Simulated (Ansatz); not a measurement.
# PH3 (phosphine) at PBE/6-31G

Aim: the energy change on altering one bond length of PH3 (phosphine) at PBE/6-31G, from 2 runs. 

The results are computed with Ansatz 0.2.0.

60 further runs of the same task are left out: 2 that didn't finish, 58 set aside as unsound or not needed.

## Step 1: The molecule

PH3: 4 atoms, total charge 0, spin state singlet. SMILES: `P`. The shape is that of a PBE0-D4/def2-TZVP optimisation.

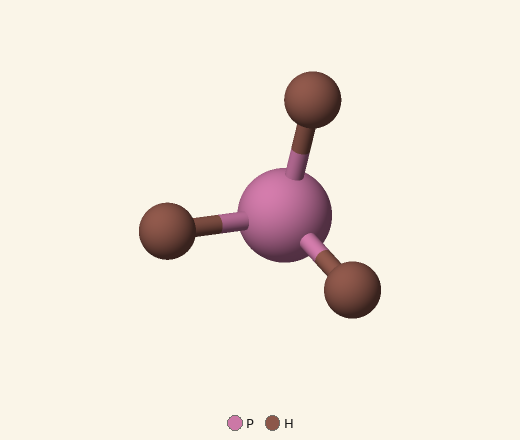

The structure, seen from a chosen angle (phosphorus pink, hydrogen brown).

## Step 2: The energy at PBE/6-31G

File job.yaml:

```yaml
basis:
  gaussian: {orbitals: 6-31G}
crystal:
  periodic: [false, false, false]
  atoms:
    - symbol: P
      position_ang: [0.346000, -0.326500, -0.332800]
    - symbol: H
      position_ang: [0.630900, -0.034000, 1.027000]
    - symbol: H
      position_ang: [-1.005500, -0.663000, -0.057200]
    - symbol: H
      position_ang: [0.028700, 1.023500, -0.636900]
accuracy: high
hamiltonian: {xc: {name: PBE}}
```

The run is started by

```
$ ansatz run job.yaml --threads 1 --pin off --max-ram 2610MiB --events-out events.jsonl --progress --plain --runs-dir runs
```

Standard output:

```text
Warning: RAYON_NUM_THREADS=1 ignored (pool sized by the plan → 1); use --threads N
Functional definition: PBE
  name "PBE"
  parameter kappa = 0.804
  parameter beta = 0.06672455060314922
  exchange = pbe_x(kappa = kappa, mu = beta*pi^2/3)
  correlation = pbe_c(beta = beta)
408 factors; integrals over basis functions are off by at most 3.9e-9 eV
mean field evaluation 1: about -9330.7414 eV, gradient 9.6e0 eV
mean field evaluation 2: about -9330.7618 eV, gradient 1.0e1 eV
mean field evaluation 4: about -9331.1354 eV, gradient 1.3e-1 eV
mean field evaluation 8: about -9331.1297 eV, gradient 7.5e-4 eV
mean field -9331.12968275 eV, -342.9126909743 hartree, gradient 8.1e-8 eV, S^2 0.000000; 0 other end points of the search recorded, 0 dependent functions left out
reference -9331.12968492 eV, -342.9126910539 hartree; 9, 9 occupied and 10, 10 virtual orbitals, 408 factors
Total energy: -9331.12968492 eV, -342.9126910539 hartree
```

Run time: 0.72 s. Hardware: 1 thread of Arm Neoverse V1, shared host.

## Step 3: The distorted shape, same level

File input.yaml:

```yaml
crystal:
  periodic: [false, false, false]
  atoms:
    - {symbol: P, position_ang: [0.425331, -0.664026, -0.256769]}
    - {symbol: H, position_ang: [0.710231, -0.371526, 1.103031]}
    - {symbol: H, position_ang: [-0.926169, -1.000526, 0.018831]}
    - {symbol: H, position_ang: [0.028700, 1.023500, -0.636900]}
basis:
  gaussian: {orbitals: 6-31G}
hamiltonian: {xc: {name: PBE}}
accuracy: high
```

The run is started by

```
$ ansatz run input.yaml --threads 1 --pin off --max-ram 2610MiB --events-out events.jsonl --progress --plain --runs-dir runs
```

Standard output (excerpt; [...] marks lines left out):

```text
Warning: RAYON_NUM_THREADS=1 ignored (pool sized by the plan → 1); use --threads N
[... 6 set-up lines as earlier in the session ...]
407 factors; integrals over basis functions are off by at most 2.6e-9 eV
mean field evaluation 1: about -9330.2737 eV, gradient 8.7e0 eV
mean field evaluation 2: about -9330.0334 eV, gradient 1.2e1 eV
mean field evaluation 4: about -9330.6059 eV, gradient 3.5e-1 eV
mean field evaluation 8: about -9330.6000 eV, gradient 4.4e-4 eV
mean field evaluation 16: about -9330.6000 eV, gradient 5.8e-8 eV
mean field -9330.60002099 eV, -342.8932262637 hartree, gradient 5.8e-8 eV, S^2 0.000000; 0 other end points of the search recorded, 0 dependent functions left out
reference -9330.60002320 eV, -342.8932263448 hartree; 9, 9 occupied and 10, 10 virtual orbitals, 407 factors
Total energy: -9330.60002320 eV, -342.8932263448 hartree
```

Wall time 0.7 s (1 thread of Arm Neoverse V1, shared host).

## Step 4: What came out

Level: PBE/6-31G.

```
                                                         quantity          value
                                        first shape: total energy  -342.91269 Eh
                                    distorted shape: total energy  -342.89323 Eh
energy change with the P1–H4 bond stretched from 1.420 to 1.775 Å       0.530 eV
```

What this shows: With the P1–H4 bond stretched from 1.420 to 1.775 Å the energy rises by 0.53 eV (51.1 kJ/mol). The first shape isn't relaxed at this level, so the change isn't measured from a minimum.
